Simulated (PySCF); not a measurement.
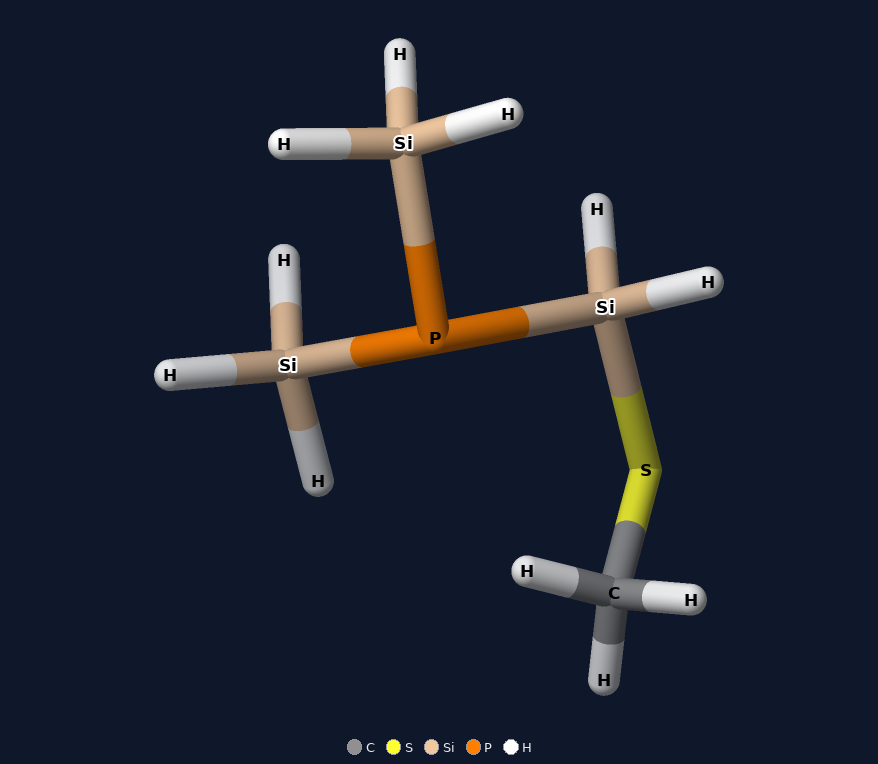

Rendered structure (stick style).

Computed geometry: GFN2-xTB optimisation. No frequency run is at hand to confirm it as a minimum.

Identify the structure.

The molecule is CH₁₁PSSi₃. SMILES: `CS[SiH2]P([SiH3])[SiH3]`. It has no ring. Among its groups: Si–H bond. The point group is C1. Coordination: 1 C tetrahedral; 1 S bent; 3 Si tetrahedral; 1 P trigonal pyramidal.

The parts below concern this one geometry. Atoms keep their numbers from picture to picture.

## Shape

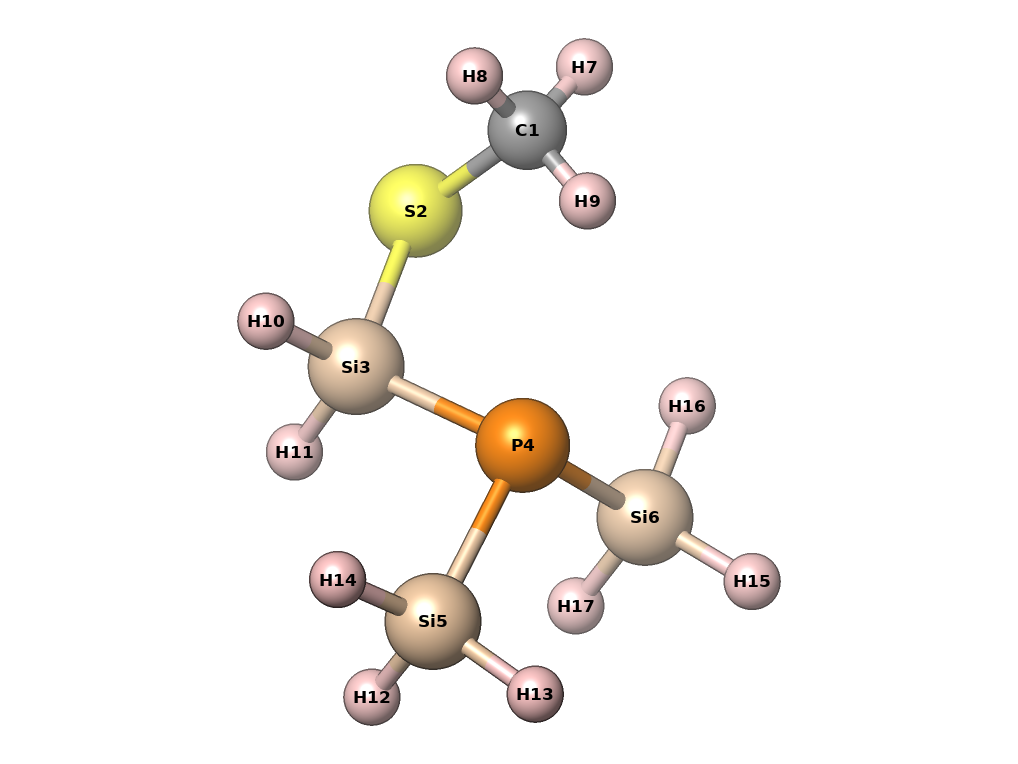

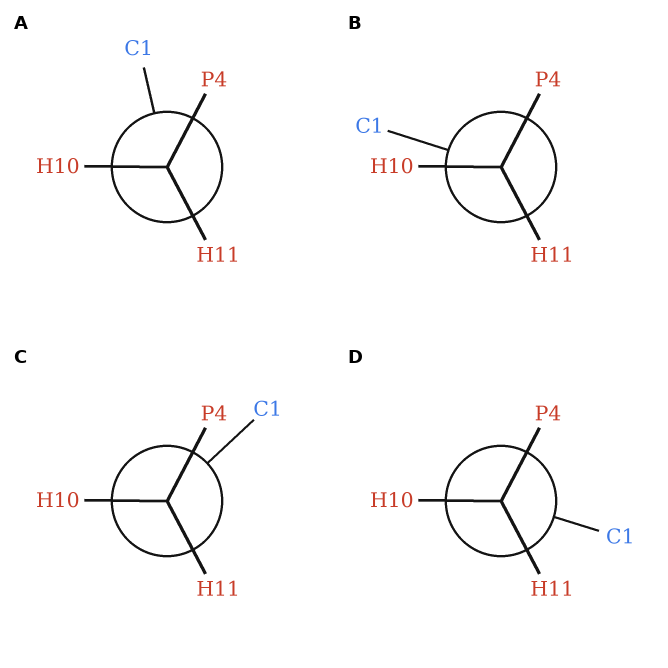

Depth is shown by fading: the farther an atom, the more it takes the colour of the background. Bonds that would overlap in a projection are set slightly apart. No frequency run is at hand to confirm it as a minimum.

Which Newman projection shows the view along Si3–S2, with Si3 in front?

Answer. A. The torsion angle P4–Si3–S2–C1 is −41°, synclinal (gauche).

## Electronic properties

No frequency run is at hand to confirm it as a minimum. Method: PBE0/def2-SVPD, gas phase (PySCF 2.14.0). Excitations: vertical, linear response.

Give the LUMO energy (Kohn–Sham orbital) at this level.

Answer. −0.45 eV.

What is the mean static polarisability?

Answer. 145.5 bohr³.

Give the HOMO energy (Kohn–Sham orbital) at this level.

Answer. −6.81 eV.

Give the lowest vertical singlet excitation at this level.

Answer. 5.10 eV.

## NMR shielding

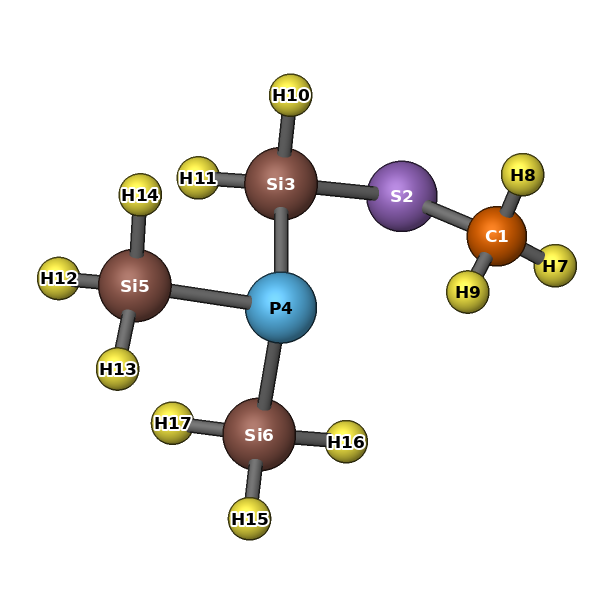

No frequency run is at hand to confirm it as a minimum. Properties computed with GIAO PBE0/pcSseg-1 NMR shielding, non-relativistic, gas phase (PySCF 2.14.0). Principal shieldings σ11 ≤ σ22 ≤ σ33, span Ω = σ33 − σ11, skew κ = 3(σiso − σ22)/Ω.

Give the shielding tensors of the S atoms.

```
atom    σ11    σ22    σ33   σiso      Ω     κ
  S2  619.5  659.6  899.9  726.3  280.5  0.71
```

Shieldings and span in ppm.

## Bond orders

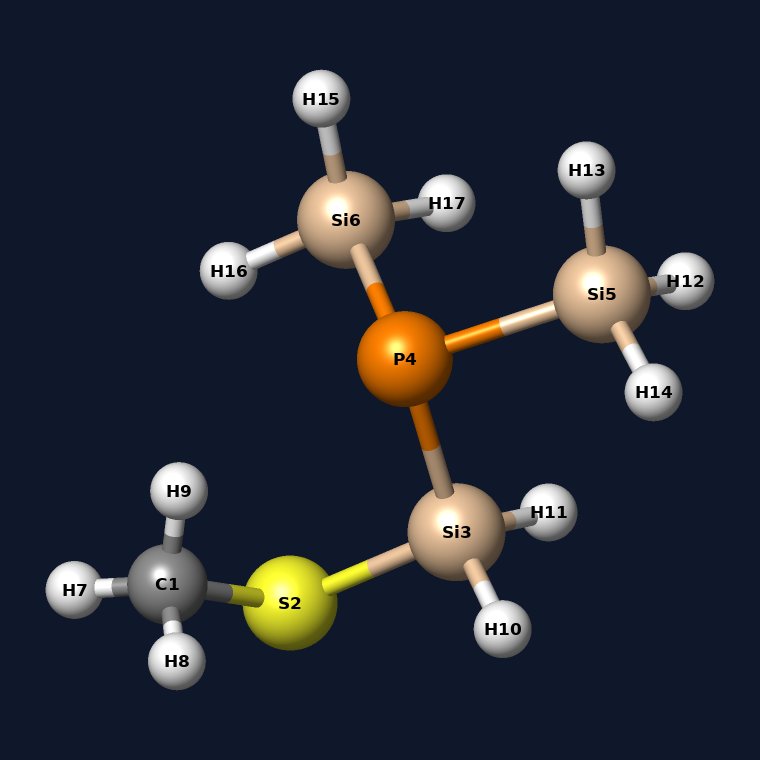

Every bond is drawn as one stick. No frequency run is at hand to confirm it as a minimum. Level of theory: PBE0/pcSseg-1 (PySCF 2.14.0).

List the Mayer bond orders of C1–S2, S2–Si3, Si3–P4, P4–Si5, P4–Si6 (bonds between heavy atoms, one of each equivalent set).

```json
{"bond": "C1–S2", "Mayer order": "0.99", "length (Å)": "1.821"}
{"bond": "S2–Si3", "Mayer order": "0.98", "length (Å)": "2.139"}
{"bond": "Si3–P4", "Mayer order": "0.92", "length (Å)": "2.222"}
{"bond": "P4–Si5", "Mayer order": "0.92", "length (Å)": "2.222"}
{"bond": "P4–Si6", "Mayer order": "0.89", "length (Å)": "2.232"}
```

## Quadrupole coupling

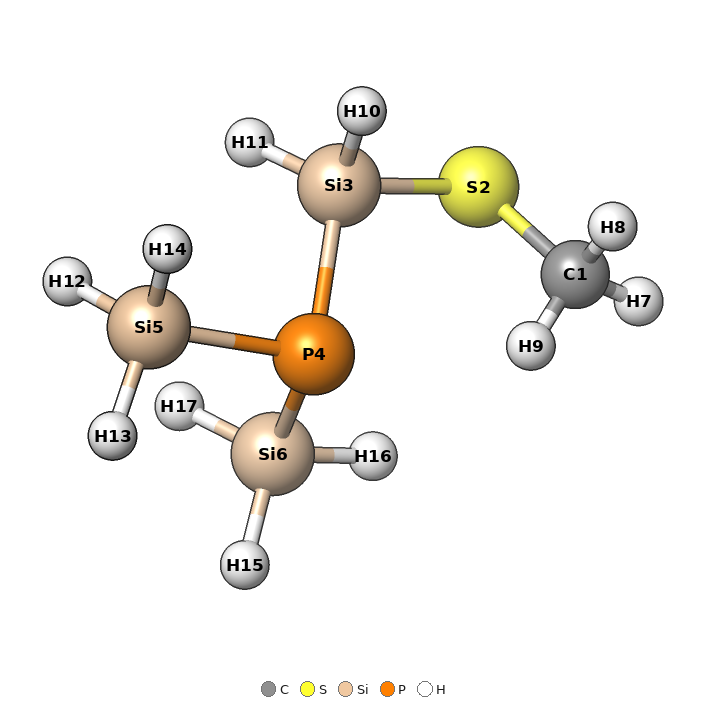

No frequency run is at hand to confirm it as a minimum. Electric field gradients from the ground-state density, PBE0/pcSseg-1 (PySCF 2.14.0), non-relativistic apart from any core potentials.

Give the largest field-gradient component, the quadrupole coupling constant and the asymmetry for 33S at S2 (Q = −67.81 mb), 2H at H7 (Q = 2.86 mb), 2H at H8 (Q = 2.86 mb), 2H at H9 (Q = 2.86 mb), 2H at H10 (Q = 2.86 mb).

```csv
atom,V_zz (a.u.),e²qQ/h (MHz),η
S2,−2.297,36.6,0.81
H7,0.318,0.214,0.04
H8,0.315,0.212,0.03
H9,0.306,0.205,0.06
H10,0.163,0.109,0.01
```

The geometry is semi-empirical. Around P, Si such bond lengths and angles can be off by a tenth of an ångström or more and by several degrees, and values that hang on the shape move with them.
